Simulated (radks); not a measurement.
System: atomic oxygen (O), configuration [He] 2s2 2p4 (high spin). Computed with the in-house radial solver radks: non-relativistic Kohn-Sham, TASK exchange with Perdew-Wang LDA correlation, spin-polarised, spherical densities, point nucleus.

Wanted: the number of electrons inside radius r (solid) and the radial density 4πr²ρ (dashed).

The count levels off at 8 electrons. Half of them lie within 0.863 bohr, 90 % within 1.88 bohr and 99 % within 3.16 bohr. The radial density has a minimum at 0.419 bohr, where the count stands at 2.2; this parts the shells that the density resolves.

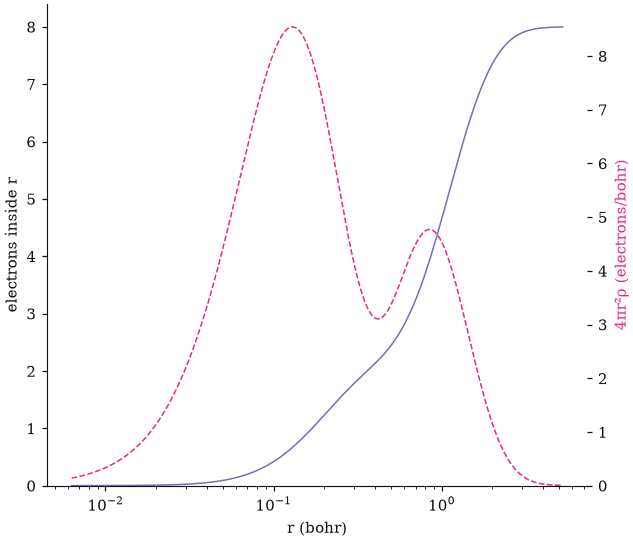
